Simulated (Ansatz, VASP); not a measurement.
**Si (Silicon) in two plane-wave programs**

One calculation is typed for both programs; each brings its own data sets. How far apart do they land? The cell is taken from a series of VASP runs on this material, whose earlier steps may have relaxed, scaled or displaced it; both programs get it as it stands. Valence electrons are named where the data sets of a main pair hold unlike numbers.

Calculated with Ansatz 0.2.0; plane waves, with VASP 6.6.1 beside it; band structure at HSE06.

## Step 1: The starting structure

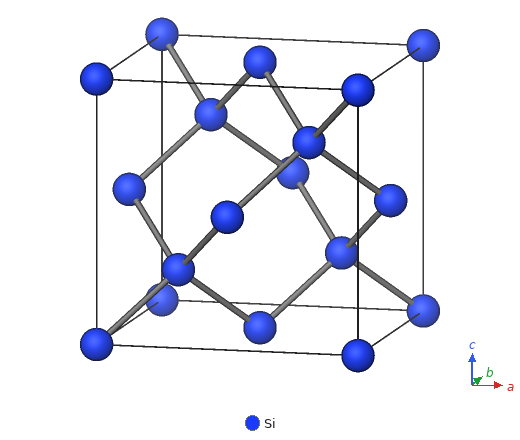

The starting structure, seen slightly off an axis (silicon blue). This picture shows the conventional cell, with its axes. Bonds to atoms that aren't drawn are left out. Some periodic images of atoms are drawn too.

## Step 2: VASP: band structure, HSE06

Levels along a path test the potential and the projectors away from the mesh points.

Lines of VASP's logs that name or quote its potential files are left out, and so is its time.

The run reads the wave functions of an earlier VASP run, which isn't shown here.

The input, INCAR:

```
SYSTEM = Si
PREC = Accurate
ENCUT = 350
EDIFF = 1E-06
NELM = 100
ISMEAR = 0
SIGMA = 0.03
LREAL = .FALSE.
ALGO = Normal
LHFCALC = .TRUE.
AEXX = 0.25
GGA = PE
HFSCREEN = 0.2
LASPH = .TRUE.
NBANDS = 10
PRECFOCK = Fast
LORBIT = 11
LWAVE = .FALSE.
LCHARG = .FALSE.
KPAR = 8
```

The input, POSCAR:

```
Si
1.0
    0.0000000000      2.7154800000      2.7154800000
    2.7154800000      0.0000000000      2.7154800000
    2.7154800000      2.7154800000      0.0000000000
Si
2
Direct
    0.7500000000      0.7500000000      0.7500000000
    0.5000000000      0.5000000000      0.5000000000
```

The input, KPOINTS:

```
Automatic mesh
0
Gamma
5 5 5
0 0 0
```

The input, KPOINTS_OPT:

```
Line mode
10
Line-mode
Reciprocal
  0.00000000   0.00000000   0.00000000 GAMMA
  0.50000000   0.00000000   0.50000000 X

  0.50000000   0.00000000   0.50000000 X
  0.50000000   0.25000000   0.75000000 W

  0.50000000   0.25000000   0.75000000 W
  0.37500000   0.37500000   0.75000000 K

  0.37500000   0.37500000   0.75000000 K
  0.00000000   0.00000000   0.00000000 GAMMA

  0.00000000   0.00000000   0.00000000 GAMMA
  0.50000000   0.50000000   0.50000000 L

  0.50000000   0.50000000   0.50000000 L
  0.62500000   0.25000000   0.62500000 U

  0.62500000   0.25000000   0.62500000 U
  0.50000000   0.25000000   0.75000000 W

  0.50000000   0.25000000   0.75000000 W
  0.50000000   0.50000000   0.50000000 L

  0.50000000   0.50000000   0.50000000 L
  0.37500000   0.37500000   0.75000000 K

  0.62500000   0.25000000   0.62500000 U
  0.50000000   0.00000000   0.50000000 X
```

Potentials, in the order of the species: Si (PBE family, release 64).

The run is started by

```console
> mpirun -np 8 vasp_std
```

Numbers of over 12 decimals in the logs are rounded to 6 here.

Log:

```text
[banner, memory and clock lines left out]
running    8 mpi-ranks, on    1 nodes
 distrk:  each k-point on    1 cores,    8 groups
 distr:  one band on    1 cores,    1 groups

 POSCAR found type information on POSCAR Si
 POSCAR found :  1 types and       2 ions
|                                                                             |
|           W    W    AA    RRRRR   N    N  II  N    N   GGGG   !!!           |
|           W    W   A  A   R    R  NN   N  II  NN   N  G    G  !!!           |
|           W    W  A    A  R    R  N N  N  II  N N  N  G       !!!           |
|           W WW W  AAAAAA  RRRRR   N  N N  II  N  N N  G  GGG   !            |
|           WW  WW  A    A  R   R   N   NN  II  N   NN  G    G                |
|           W    W  A    A  R    R  N    N  II  N    N   GGGG   !!!           |
|                                                                             |
|     For optimal performance we recommend to set                             |
|       NCORE = 2 up to number-of-cores-per-socket                            |
|     NCORE specifies how many cores store one orbital (NPAR=cpu/NCORE).      |
|     This setting can greatly improve the performance of VASP for DFT.       |
|     The default, NCORE=1 might be grossly inefficient on modern             |
|     multi-core architectures or massively parallel machines. Do your        |
|     Unfortunately you need to use the default for GW and RPA                |
|     calculations (for HF NCORE is supported but not extensively tested      |
|     yet).                                                                   |
|                                                                             |

 LDA part: xc-table for (Slater+PW92), standard interpolation
 found WAVECAR, reading the header
 POSCAR, INCAR and KPOINTS ok, starting setup
 FFT: planning ... GRIDC
 FFT: planning ... GRID_SOFT
 FFT: planning ... GRID
 reading WAVECAR
 the WAVECAR file was read successfully
 initial charge from wavefunction
 entering main loop
       N       E                     dE             d eps       ncg     rms          rms(c)
DAV:   1    -0.125277343804E+02   -0.12528E+02   -0.89581E-01   204   0.588E+00    0.461E+00
DAV:   2    -0.125326363053E+02   -0.49019E-02   -0.16070E-02   232   0.833E-01    0.304E+00
DAV:   3    -0.125312299175E+02    0.14064E-02   -0.59206E-04   220   0.158E-01    0.176E+00
DAV:   4    -0.125306806928E+02    0.54922E-03   -0.13755E-04   208   0.732E-02    0.997E-01
DAV:   5    -0.125304959300E+02    0.18476E-03   -0.54525E-05   218   0.454E-02    0.561E-01
DAV:   6    -0.125304358777E+02    0.60052E-04   -0.19944E-05   222   0.272E-02    0.315E-01
DAV:   7    -0.125304153909E+02    0.20487E-04   -0.78453E-06   236   0.172E-02    0.175E-01
DAV:   8    -0.125304100052E+02    0.53857E-05   -0.25557E-06   220   0.970E-03    0.986E-02
DAV:   9    -0.125304085476E+02    0.14576E-05   -0.92485E-07   130   0.597E-03    0.561E-02
DAV:  10    -0.125304082141E+02    0.33351E-06   -0.42743E-07   122   0.423E-03
   1 F= -.12530408E+02 E0= -.12530408E+02  d E =-.817814E-14
 Start KPOINTS_OPT (optional k-point list driver)
k-point batch [1-10\100]
       N       E                     dE             ncg
DAV:   1     0.243245721225E+03   -0.82630E+03      200
DAV:   2     0.655431475907E+02   -0.17770E+03      292
DAV:   3     0.531843271871E+02   -0.12359E+02      272
DAV:   4     0.529350876019E+02   -0.24924E+00      256
DAV:   5     0.529333359565E+02   -0.17516E-02      260
DAV:   6     0.529333272058E+02   -0.87507E-05      270
DAV:   7     0.529333271512E+02   -0.54659E-07      246
[...]
k-point batch [91-100\100]
       N       E                     dE             ncg
DAV:   1     0.114924675419E+03   -0.25992E+04      200
DAV:   2    -0.382330183813E+02   -0.15316E+03      272
DAV:   3    -0.440680559825E+02   -0.58350E+01      284
DAV:   4    -0.441216840760E+02   -0.53628E-01      288
DAV:   5    -0.441219806323E+02   -0.29656E-03      288
DAV:   6    -0.441219820260E+02   -0.13936E-05      294
DAV:   7    -0.441219820369E+02   -0.10897E-07      268
```

OUTCAR, selected parts (step 2):

```text
ion  position               nearest neighbor table
   1  0.750  0.750  0.750-   2 2.35   2 2.35   2 2.35   2 2.35
   2  0.500  0.500  0.500-   1 2.35   1 2.35   1 2.35   1 2.35

  LATTYP: Found a face centered cubic cell.
 ALAT       =     5.4309600000

 Subroutine GETGRP returns: Found 48 space group operations
 (whereof 24 operations were pure point group operations)

The static configuration has the point symmetry T_d .
 The point group associated with its full space group is O_h .

 Found     10 irreducible k-points:

   k-points           NKPTS =     10   k-points in BZ     NKDIM =    125   number of bands    NBANDS=     10

   dimension x,y,z NGX =    24 NGY =   24 NGZ =   24
   dimension x,y,z NGXF=    48 NGYF=   48 NGZF=   48

   ENCUT  =  350.0 eV  25.72 Ry    5.07 a.u.   5.86  5.86  5.86*2*pi/ulx,y,z

   NELECT =       8.0000    total number of electrons

 k-points in reciprocal lattice and weights: Automatic mesh
   0.00000000  0.00000000  0.00000000       0.008
   0.20000000  0.00000000  0.00000000       0.064
   0.40000000  0.00000000  0.00000000       0.064
   0.20000000  0.20000000  0.00000000       0.048
   0.40000000  0.20000000  0.00000000       0.192
  -0.40000000  0.20000000  0.00000000       0.192
  -0.20000000  0.20000000  0.00000000       0.096
   0.40000000  0.40000000  0.00000000       0.048
  -0.40000000  0.40000000  0.00000000       0.096
  -0.40000000  0.40000000  0.20000000       0.192

  exchange ACFDT corr.  =         0.00000000  see jH, gK, PRB 81, 115126

 average (electrostatic) potential at core
       1 -79.5068       2 -79.5068

 E-fermi :   5.6153

 k-point     1 :       0.0000    0.0000    0.0000
  band No.  band energies     occupation
      1      -7.8217      2.00000
      2       5.4664      2.00000
      3       5.4664      2.00000
      4       5.4664      2.00000
      5       8.8176      0.00000
      6       8.8176      0.00000
      7       8.8176      0.00000
      8       9.8240      0.00000
      9      14.2794      0.00000
    ...

 k-point     2 :       0.2000    0.0000    0.0000
  band No.  band energies     occupation
      1      -7.2479      2.00000
      2       2.2119      2.00000
      3       4.8528      2.00000
      4       4.8528      2.00000
      5       8.4689      0.00000
      6       9.6704      0.00000
      7       9.6704      0.00000
      8      12.5823      0.00000
      9      13.5375      0.00000
    ...

 k-point     3 :       0.4000    0.0000    0.0000
  band No.  band energies     occupation
      1      -5.7322      2.00000
      2      -1.4595      2.00000
      3       4.2368      2.00000
      4       4.2368      2.00000
      5       7.8294      0.00000
      6       9.7147      0.00000
      7       9.7147      0.00000
      8      14.2462      0.00000
      9      15.6289      0.00000
    ...

  energy-cutoff  :      350.00
  volume of cell :       40.05
      direct lattice vectors                 reciprocal lattice vectors
     0.000000000  2.715480000  2.715480000    -0.184129509  0.184129509  0.184129509
     2.715480000  0.000000000  2.715480000     0.184129509 -0.184129509  0.184129509
     2.715480000  2.715480000  0.000000000     0.184129509  0.184129509 -0.184129509

 POSITION                                       TOTAL-FORCE (eV/Angst)
 -----------------------------------------------------------------------------------
      4.07322      4.07322      4.07322         0.000000     -0.000000     -0.000000
      2.71548      2.71548      2.71548        -0.000000      0.000000      0.000000
 -----------------------------------------------------------------------------------
    total drift:                               -0.000000     -0.000000     -0.000000

  FREE ENERGIE OF THE ION-ELECTRON SYSTEM (eV)
  ---------------------------------------------------
  free  energy   TOTEN  =       -12.5304082141 eV

  energy  without entropy=      -12.5304082141  energy(sigma->0) =      -12.53040821

 total charge
# of ion       s       p       d       tot
------------------------------------------
    1        0.755   0.970   0.000   1.725
    2        0.755   0.970   0.000   1.725
--------------------------------------------------
tot          1.510   1.940   0.000   3.450

[... 3 further parts left out ...]
```

The k-mesh is coarse for exact exchange; levels may shift by about 0.1 eV on a finer one.

(Continued in part 2 of 2.)

[Lines on the potential files, build, host, timing and source positions are cut from VASP's logs without a mark.]

[Logs are printed without paths, hosts, clocks, repeated set-up lines and the standing remarks that a program may print on its own settings, such as how far it seeks lower states.]

[Hosts, paths, dates, database ids (printed as entryN), source tags and the programs' standing remarks are cut or masked in the printed files.]
